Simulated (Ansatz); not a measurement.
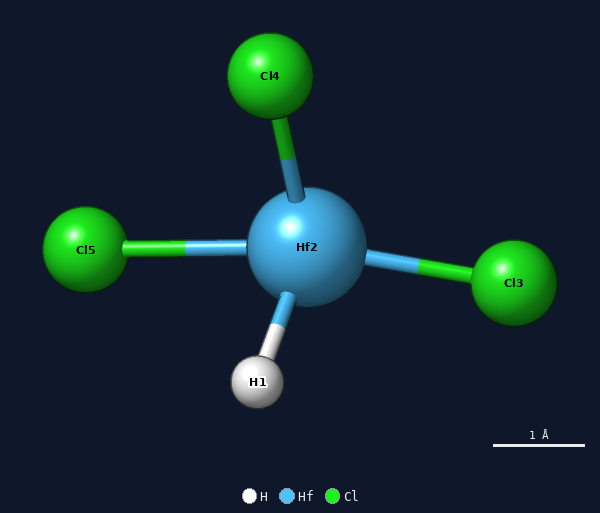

*The starting structure (ball-and-stick view, seen at a tilt; atoms are numbered from 1 in the order of the input). Sticks mark near contacts.*

Bond lengths as drawn: Cl–Hf 2.32 to 2.64 Å and H–Hf 1.82 Å.

# HfHCl3: geometry relaxation

- system: HfHCl3
- method: RKS PBE0-D4/def2-TZVP (Ansatz 0.2.0)

Figures and captions count atoms from 1; the log counts them from 0 in places.

### Log
```
Functional definition: PBE0
  name "PBE0"
  cite "Adamo & Barone, J. Chem. Phys. 110, 6158 (1999) doi:10.1063/1.478522"
  cite "Perdew, Burke & Ernzerhof, Phys. Rev. Lett. 77, 3865 (1996) doi:10.1103/PhysRevLett.77.3865"
  parent pbe
  parameter a = 0.25
  parameter kappa = 0.804
  parameter beta = 0.06672455060314922
  exchange = (1 - a)*pbe_x(kappa = kappa, mu = beta*pi^2/3) + a*exact_x
  correlation = pbe_c(beta = beta)
1241 factors; their error is unknown
mean field evaluation 1: about -38881.9436 eV, gradient 2.9e1 eV
mean field evaluation 2: about -38869.7365 eV, gradient 7.7e1 eV
mean field evaluation 4: about -38884.3882 eV, gradient 3.3e0 eV
mean field evaluation 8: about -38884.4187 eV, gradient 5.8e-2 eV
mean field evaluation 16: about -38884.5371 eV, gradient 1.2e-4 eV
mean field -38884.53714701 eV, -1428.9803832667 hartree, gradient 4.0e-5 eV, S^2 0.000000; 0 other end points of the search recorded, 0 dependent functions left out
the calculation of the forces begins
reference -38884.53717871 eV, -1428.9803844316 hartree; 32, 32 occupied and 125, 125 virtual orbitals, 1241 factors
relax step   1: F+E_penalty+E_count = -38884.66555860 eV  Δ(F+E_penalty+E_count) = +0.000e0 eV  max|allowed force component| = 2.424e0 eV/Å  Δτ_max = 0.0000 Å  (28 SCF iters, accepted)
these checks for a lower state are left out or cut short: starts, cluster_reference, orbital_swaps, neighbouring_geometries, increment
1241 factors; their error is unknown
mean field -38885.18640998 eV, -1429.0042432409 hartree, gradient 2.0e-5 eV, S^2 0.000000; 0 other end points of the search recorded, 0 dependent functions left out
the calculation of the forces begins
reference -38885.18644157 eV, -1429.0042444017 hartree; 32, 32 occupied and 125, 125 virtual orbitals, 1241 factors
relax step   2: F+E_penalty+E_count = -38885.31986608 eV  Δ(F+E_penalty+E_count) = -6.543e-1 eV  max|allowed force component| = 5.978e-1 eV/Å  Δτ_max = 0.1946 Å  (34 SCF iters, accepted)
these checks for a lower state are left out or cut short: starts, cluster_reference, orbital_swaps, neighbouring_geometries, increment
1241 factors; their error is unknown
mean field evaluation 32: about -38885.4799 eV, gradient 1.8e-4 eV
mean field -38885.47992960 eV, -1429.0150298878 hartree, gradient 1.9e-5 eV, S^2 0.000000; 0 other end points of the search recorded, 0 dependent functions left out
the calculation of the forces begins
reference -38885.47996155 eV, -1429.0150310619 hartree; 32, 32 occupied and 125, 125 virtual orbitals, 1241 factors
relax step   3: F+E_penalty+E_count = -38885.61139405 eV  Δ(F+E_penalty+E_count) = -2.915e-1 eV  max|allowed force component| = 5.064e-1 eV/Å  Δτ_max = 0.1978 Å  (34 SCF iters, accepted)
these checks for a lower state are left out or cut short: starts, cluster_reference, orbital_swaps, neighbouring_geometries, increment
1241 factors; their error is unknown
mean field -38885.68666077 eV, -1429.0226271182 hartree, gradient 1.9e-5 eV, S^2 0.000000; 0 other end points of the search recorded, 0 dependent functions left out
the calculation of the forces begins
reference -38885.68669283 eV, -1429.0226282964 hartree; 32, 32 occupied and 125, 125 virtual orbitals, 1241 factors
relax step   4: F+E_penalty+E_count = -38885.81794482 eV  Δ(F+E_penalty+E_count) = -2.066e-1 eV  max|allowed force component| = 3.013e-1 eV/Å  Δτ_max = 0.2000 Å  (32 SCF iters, accepted)
these checks for a lower state are left out or cut short: starts, cluster_reference, orbital_swaps, neighbouring_geometries, increment
1241 factors; their error is unknown
mean field -38885.77519976 eV, -1429.0258808661 hartree, gradient 1.4e-5 eV, S^2 0.000000; 0 other end points of the search recorded, 0 dependent functions left out
the calculation of the forces begins
reference -38885.77523193 eV, -1429.0258820482 hartree; 32, 32 occupied and 125, 125 virtual orbitals, 1241 factors
relax step   5: F+E_penalty+E_count = -38885.90750971 eV  Δ(F+E_penalty+E_count) = -8.956e-2 eV  max|allowed force component| = 5.694e-2 eV/Å  Δτ_max = 0.2000 Å  (33 SCF iters, accepted)
these checks for a lower state are left out or cut short: starts, cluster_reference, orbital_swaps, neighbouring_geometries, increment
1241 factors; their error is unknown
mean field -38885.77787304 eV, -1429.0259791073 hartree, gradient 1.4e-5 eV, S^2 0.000000; 0 other end points of the search recorded, 0 dependent functions left out
the calculation of the forces begins
reference -38885.77790523 eV, -1429.0259802901 hartree; 32, 32 occupied and 125, 125 virtual orbitals, 1241 factors
relax step   6: F+E_penalty+E_count = -38885.91055806 eV  Δ(F+E_penalty+E_count) = -3.048e-3 eV  max|allowed force component| = 3.899e-3 eV/Å  Δτ_max = 0.0400 Å  (29 SCF iters, accepted)
1241 factors; their error is unknown
mean field evaluation 64: about -38885.6567 eV, gradient 1.3e-1 eV
```

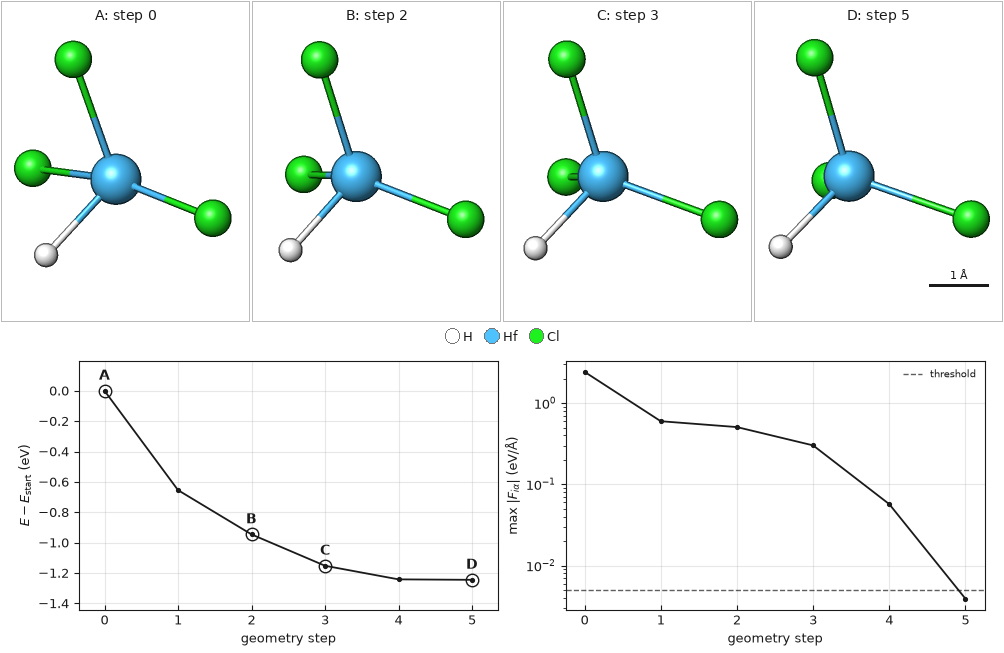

*Frames of the relaxation (ball-and-stick view, seen at a tilt) above the curves, on which the letters mark them (the first geometry is step 0 here and step 1 in the log).*

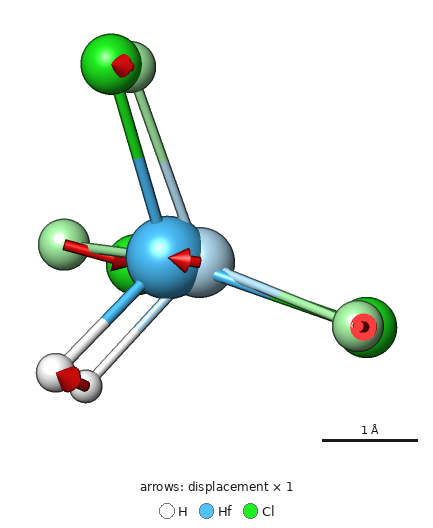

*Start (faint) and end (solid) with the displacements as red arrows, at true length (ball-and-stick view, seen at a tilt). The two geometries are laid on each other by the best rigid fit.*

The atom that moves furthest after the best rigid fit is Cl5 (0.79 Å). Largest moves by element: Cl 0.79 Å, H 0.50 Å, Hf 0.36 Å. Among the contacts that change: Hf2–Cl5 2.644 → 2.319 Å, Hf2–Cl3 2.332 → 2.319 Å, Hf2–Cl4 2.324 → 2.318 Å. Among the angles that change: Cl3–Hf2–Cl5 160.3° → 113.5°, H1–Hf2–Cl5 84.0° → 105.3°, Cl4–Hf2–Cl5 93.1° → 113.2°. The energy falls by 1.245 eV in 5 geometry steps. Largest force component: 2.4 eV/Å at the start, 0.0039 eV/Å at the end. (Atoms are counted from 1 in the order of the input.)

```
mean field -38885.77787304 eV, -1429.0259791073 hartree, gradient 1.4e-5 eV, S^2 0.000000; 1 other end points of the search recorded, 0 dependent functions left out
the calculation of the forces begins
reference -38885.77790523 eV, -1429.0259802901 hartree; 32, 32 occupied and 125, 125 virtual orbitals, 1241 factors
Total energy: -38885.91059025 eV, -1429.0308563747 hartree
Atom 0 at     1.179831     1.413696    -2.529161 Å, force     0.002082     0.001782    -0.003899 eV/Å
Atom 1 at     0.677653     1.418329    -0.775083 Å, force     0.000254     0.001399     0.003407 eV/Å
Atom 2 at    -1.560249     2.025200    -0.780824 Å, force    -0.001281    -0.003166     0.000481 eV/Å
Atom 3 at     2.046020     2.982761     0.252267 Å, force     0.002327     0.002197    -0.000747 eV/Å
Atom 4 at     1.045045    -0.746066    -0.029189 Å, force    -0.003382    -0.002212     0.000759 eV/Å
Dipole moment:    -0.010897    -0.000406     0.035593 e Å
```

### Trajectory as extended XYZ (Å, eV, eV/Å), 6 frames, from step=1 to step=6
```
5
Properties=species:S:1:pos:R:3:forces:R:3 step=1 energy=-38884.66556
H     0.8465    1.0747   -2.3697   -0.0467   0.4451   0.2217
Hf    0.3548    1.3531   -0.6360    2.4237  -1.6684   0.2751
Cl   -1.5105    2.6747   -1.0993   -0.1125  -0.3594   0.1600
Cl    1.8651    2.7791    0.4075   -0.4172  -0.1031  -0.4131
Cl    1.8324   -0.7877   -0.1644   -1.8474   1.6859  -0.2437
5
Properties=species:S:1:pos:R:3:forces:R:3 step=2 energy=-38885.31987
H     0.8580    1.1518   -2.3739    0.2919   0.2133  -0.3003
Hf    0.4764    1.2819   -0.6395    0.1309   0.1178   0.0096
Cl   -1.4676    2.5594   -1.0597   -0.0420  -0.5354   0.2486
Cl    1.8621    2.7997    0.3688    0.2170   0.2847  -0.0485
Cl    1.6594   -0.6989   -0.1577   -0.5978  -0.0804   0.0906
5
Properties=species:S:1:pos:R:3:forces:R:3 step=3 energy=-38885.61139
H     0.9757    1.2465   -2.4161    0.1433   0.1456   0.0326
Hf    0.5406    1.3188   -0.6604    0.0485   0.3759  -0.3031
Cl   -1.5311    2.4063   -0.9809    0.1599  -0.5064   0.2330
Cl    1.9298    2.8769    0.3158    0.0638   0.0572  -0.0688
Cl    1.4733   -0.7546   -0.1204   -0.4155  -0.0723   0.1063
5
Properties=species:S:1:pos:R:3:forces:R:3 step=4 energy=-38885.81795
H     1.0810    1.3343   -2.4715    0.0586   0.0719   0.0609
Hf    0.6034    1.3659   -0.7152    0.0286   0.1748  -0.2056
Cl   -1.5644    2.2362   -0.8864    0.1440  -0.3013   0.1304
Cl    1.9876    2.9246    0.2792    0.0365   0.0379  -0.0291
Cl    1.2807   -0.7670   -0.0680   -0.2677   0.0167   0.0433
5
Properties=species:S:1:pos:R:3:forces:R:3 step=5 energy=-38885.90751
H     1.1631    1.3999   -2.5171    0.0119   0.0170   0.0138
Hf    0.6664    1.4115   -0.7620   -0.0075   0.0144  -0.0569
Cl   -1.5634    2.0593   -0.8002    0.0296  -0.0531   0.0264
Cl    2.0388    2.9759    0.2554    0.0157   0.0163   0.0032
Cl    1.0835   -0.7528   -0.0380   -0.0498   0.0054   0.0135
5
Properties=species:S:1:pos:R:3:forces:R:3 step=6 energy=-38885.91056
H     1.1798    1.4137   -2.5292    0.0021   0.0018  -0.0039
Hf    0.6777    1.4183   -0.7751    0.0003   0.0014   0.0034
Cl   -1.5602    2.0252   -0.7808   -0.0013  -0.0032   0.0005
Cl    2.0460    2.9828    0.2523    0.0023   0.0022  -0.0007
Cl    1.0450   -0.7461   -0.0292   -0.0034  -0.0022   0.0008
```

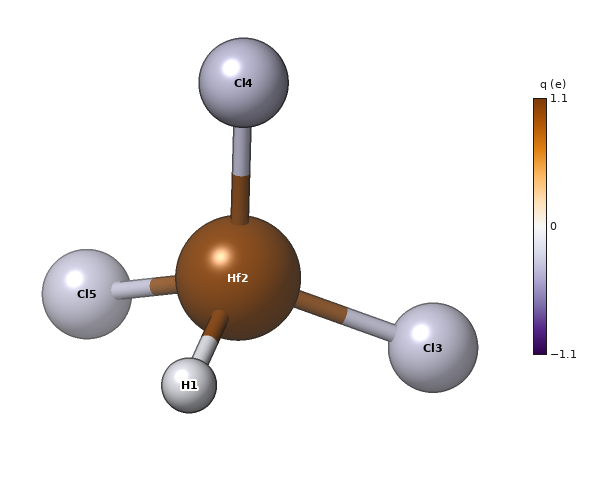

*Mulliken charges, as the colour of each atom (ball-and-stick view, seen at a tilt; atoms are numbered from 1 in the order of the input).*

By element: H −0.10, Hf +1.05 and Cl −0.32 e.

The run was set up as follows.

### The input
```yaml
crystal:
  periodic: [false, false, false]
  atoms:
    - {symbol: H, position_ang: [0.846471, 1.074661, -2.369702]}
    - {symbol: Hf, position_ang: [0.354841, 1.353136, -0.636040]}
    - {symbol: Cl, position_ang: [-1.510461, 2.674703, -1.099262]}
    - {symbol: Cl, position_ang: [1.865059, 2.779097, 0.407454]}
    - {symbol: Cl, position_ang: [1.832390, -0.787676, -0.164439]}
basis:
  gaussian: {orbitals: def2-TZVP}
hamiltonian: {xc: pbe0, dispersion: d4}
relax: {f_tol: 0.005, max_steps: 200}
```

Run as:
```bash
ansatz run in.yaml --threads 4 --pin off --events-out ev --progress --plain --max-ram 63488MiB --backend cuda --devices 0, --max-vram 37GiB
```

### Results in brief

```tsv
quantity	value
outcome	converged
total energy	−38885.9106 eV
mean-field energy	−38885.7779 eV
dispersion energy	−0.1327 eV
SCF solution under orbital rotations	stable
largest force (length of the vector) at the end	0.005 eV/Å
dipole moment	0.18 D
hardware	4 CPU threads, shared host
wall time	4.8 s (CPU time 8.2 s)
peak memory	0.95 GiB
```
